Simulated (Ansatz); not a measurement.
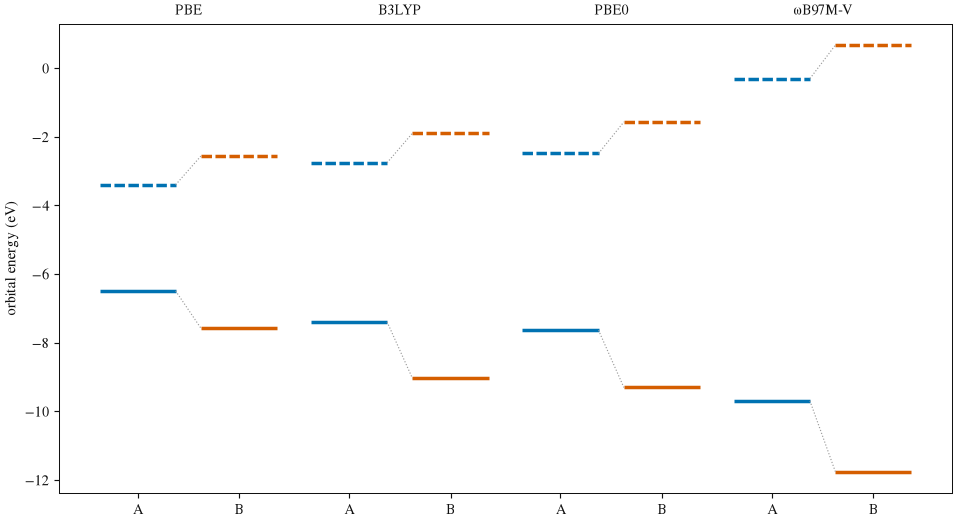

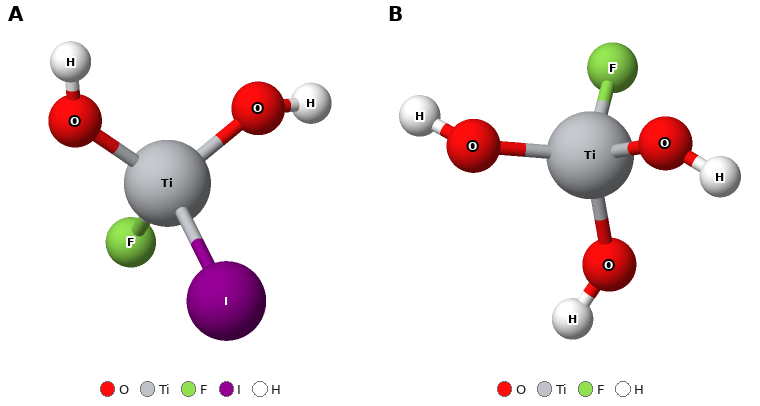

One change: A, TiH₂O₂IF (SMILES [OH][Ti]([OH])([F])[I]), becomes B, TiH₃O₃F (SMILES [OH][Ti]([OH])([OH])[F]). I on Ti is replaced by OH. HOMO (solid) and LUMO (dashed) computed in def2-TZVPP at PBE0-D4/def2-TZVP geometries, both minima by their frequencies, gas phase, the Ansatz code 0.2.0. Empty levels above zero depend strongly on the basis.

Question: What does the change do to HOMO and LUMO?

Answer: PBE: the HOMO falls by 1.09 eV, the LUMO rises by 0.84 eV, and the separation goes from 3.09 to 5.02 eV. B3LYP: the HOMO falls by 1.65 eV, the LUMO rises by 0.86 eV, and the separation goes from 4.64 to 7.14 eV. PBE0: the HOMO falls by 1.67 eV, the LUMO rises by 0.92 eV, and the separation goes from 5.15 to 7.74 eV. ωB97M-V: the HOMO falls by 2.06 eV, the LUMO rises by 0.97 eV, and the separation goes from 9.39 to 12.42 eV.

Question: Do the functionals agree on the effect?

Answer: They agree on the direction for both levels; the HOMO shift lies between −2.06 and −1.09 eV and the LUMO shift between 0.84 and 0.97 eV, while the separations themselves differ by up to 7.4 eV between functionals.

Note: core potentials past krypton; spin-orbit coupling is left out, and with I it can shift these values.
